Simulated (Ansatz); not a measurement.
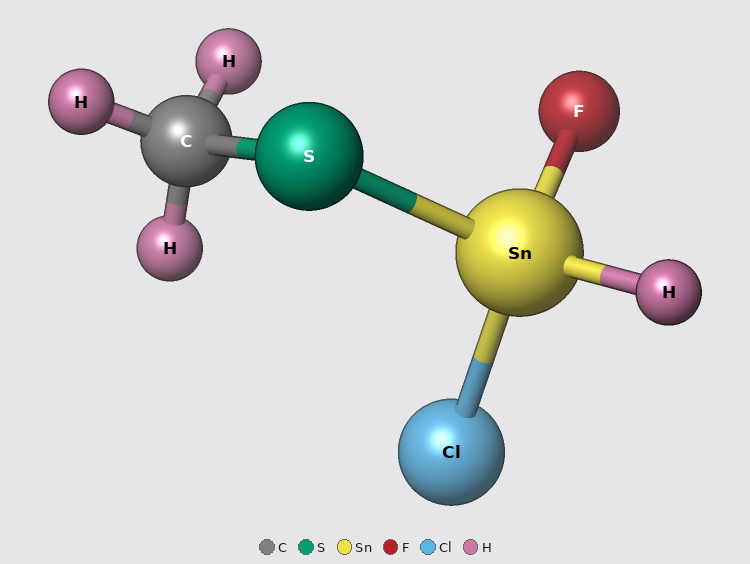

Rendered structure (ball-and-stick style).

**Which formula does it have?**

CH₄ClFSSn, 9 atoms: 1 carbon, 4 hydrogen, 1 chlorine, 1 fluorine, 1 sulfur and 1 tin.

**How many atoms are distinct by symmetry?**

9: 1 C, 1 S, 1 Sn, 1 F, 1 Cl, 1 H, 1 H, 1 H, 1 H.

**Which point group does it belong to?**

C1.

**Count the bonded pairs by element.**

3 C–H, 1 C–S, 1 S–Sn, 1 F–Sn, 1 Cl–Sn, 1 Sn–H.

**Give a SMILES string for it.**

C[S][Sn@H]([F])[Cl]

The parts below concern this one geometry. Atoms keep their numbers from picture to picture. The computed structure is the end point of a PBE0-D4/def2-TZVP optimisation.

### Geometry

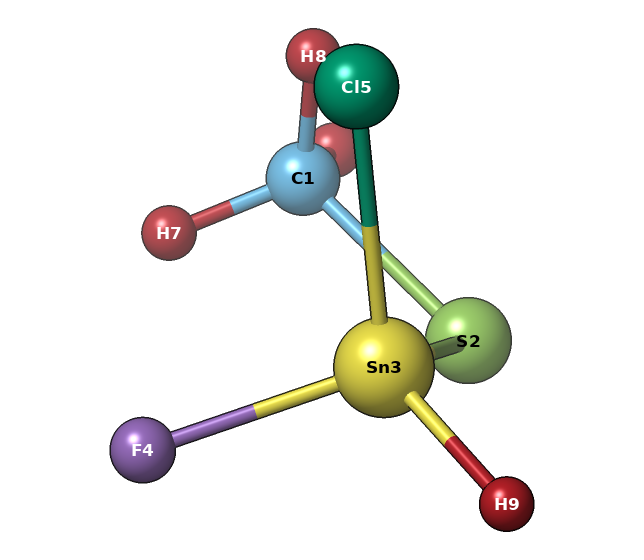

S2 lies behind Sn3. The molecule seen a little off the Sn3–S2 bond, Sn3 in front. Atoms fade into the background with distance from the viewer.

**What is the torsion angle Cl5–Sn3–S2–C1? The sign is positive where the front bond must turn clockwise to cover the back bond.**

−50°, synclinal (gauche).

### Charges

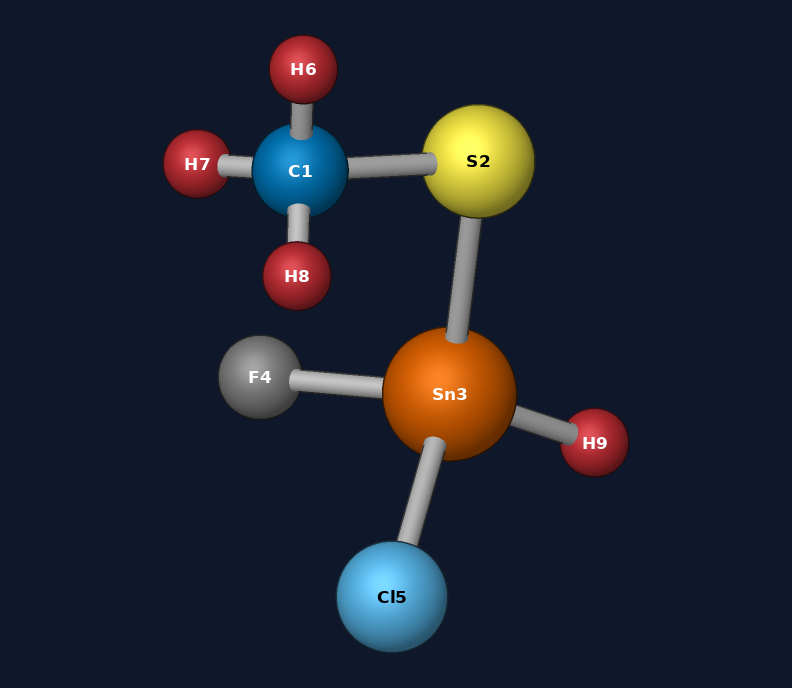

The questions are on Mulliken charges. Level of theory: RKS ωB97M-V/def2-TZVPP, core potentials on Sn (Ansatz 0.2.0).

List the Mulliken charges.

```csv
atom,value (e)
C1,−0.35
S2,−0.24
Sn3,0.98
F4,−0.47
Cl5,−0.33
H6,0.14
H7,0.16
H8,0.15
H9,−0.05
```

### Vibrations

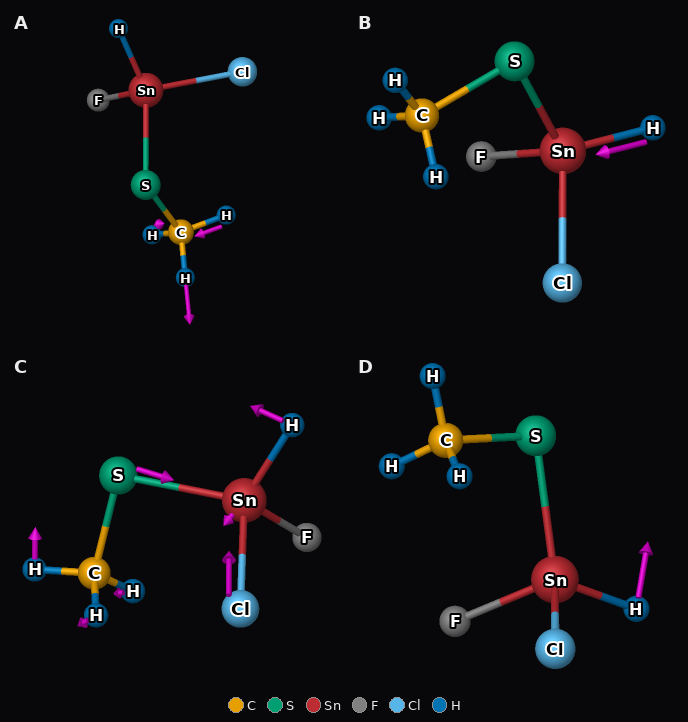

4 normal modes of one molecule or complex, as arrows. Harmonic vibrations computed with RKS PBE0-D4/def2-TZVP, core potentials on Sn (Ansatz 0.2.0) at a stationary point of the same level.

**Match the panels to the wavenumbers 371 cm⁻¹, 542 cm⁻¹, 1993 cm⁻¹, 3167 cm⁻¹.**

A: 3167 cm⁻¹, out-of-phase stretching of 2 C–H bonds
B: 1993 cm⁻¹, Sn–H stretching
C: 371 cm⁻¹
D: 542 cm⁻¹, H–Sn–S bending

### Levels of theory compared

Program: Ansatz 0.2.0.

Compare HOMO energy (eV) at these levels: B3LYP-D4/def2-TZVPP; BLYP-D4/def2-TZVPP; HSE06-D4/def2-TZVPP; PBE-D4/def2-TZVPP; r2SCAN-D4/def2-TZVPP; r2SCAN0-D4/def2-TZVPP; ωB97M-V/def2-QZVPP.

```json
{"level": "B3LYP-D4/def2-TZVPP", "HOMO energy (eV)": "−7.36"}
{"level": "BLYP-D4/def2-TZVPP", "HOMO energy (eV)": "−6.20"}
{"level": "HSE06-D4/def2-TZVPP", "HOMO energy (eV)": "−7.20"}
{"level": "PBE-D4/def2-TZVPP", "HOMO energy (eV)": "−6.36"}
{"level": "r2SCAN-D4/def2-TZVPP", "HOMO energy (eV)": "−6.63"}
{"level": "r2SCAN0-D4/def2-TZVPP", "HOMO energy (eV)": "−7.78"}
{"level": "ωB97M-V/def2-QZVPP", "HOMO energy (eV)": "−9.83"}
```

Mulliken values depend strongly on the basis set and can even reverse the polarity of a bond.
